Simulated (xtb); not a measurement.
Optimise calculation, with input and output: CH$_{3}$ClO$_{2}$W

System: CH$_{3}$ClO$_{2}$W, multiplicity 3.
Method: GFN1-xTB, ddCOSMO solvent hexane (xtb 6.7.1).

The geometry comes from this level: GFN2-xTB.

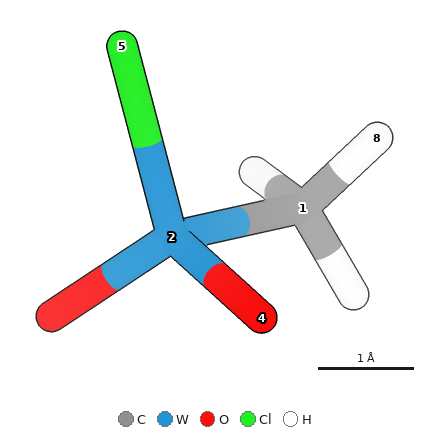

**Figure 1.** The structure as given in the input (stick view, seen at a tilt; atoms are numbered from 1 in the order of the input). Sticks mark near contacts. Bond lengths as drawn: Cl–W 2.17 Å, C–H 1.10 to 1.11 Å, C–W 2.19 Å and O–W 1.68 Å.

**Input file (mol.json)**
```
{
 "schema_name": "qcschema_molecule",
 "schema_version": 2,
 "symbols": [
  "C",
  "W",
  "O",
  "O",
  "Cl",
  "H",
  "H",
  "H"
 ],
 "geometry": [
  -1.77254421,
  -0.51013157,
  0.95325345,
  1.81716064,
  0.27009855,
  -0.94675279,
  3.9523055,
  -0.89446407,
  1.09143022,
  1.4965686,
  -1.27159671,
  -3.70091523,
  1.94103219,
  4.35833205,
  -1.34573067,
  -1.76182946,
  0.04442746,
  2.96496139,
  -2.32156634,
  -2.52098914,
  0.9273642,
  -3.35116472,
  0.52432341,
  0.05637053
 ],
 "molecular_charge": 0,
 "molecular_multiplicity": 3
}
```

**File xcontrol**
```
$opt
   hlow=0.005
$end
```

Run on 1 thread of Arm Neoverse V1, 24 GiB of memory available, shared host.

Launched with:
```bash
xtb mol.json --cma --acc 0.3 -I xcontrol --gfn 1 --cosmo hexane -o normal | tee xtb.out
```

**Log**
```
* xtb version 6.7.1
########################################################################
[ERROR] Program stopped due to fatal error
-2- reading geometry input 'mol.json' failed
-1- JSON support not enabled
########################################################################
```

**What the run reported**

```tsv
quantity	value
outcome	refused by the program
```

**What went wrong**

Settings chosen away from the usual ones: method = gfn1-xtb; task = optimise; x = {"hlow": 0.005, "accuracy": 0.3}; partner = multiplicity 3; sm = ddCOSMO; solvent = hexane; opt_level = normal. The program refused the input.
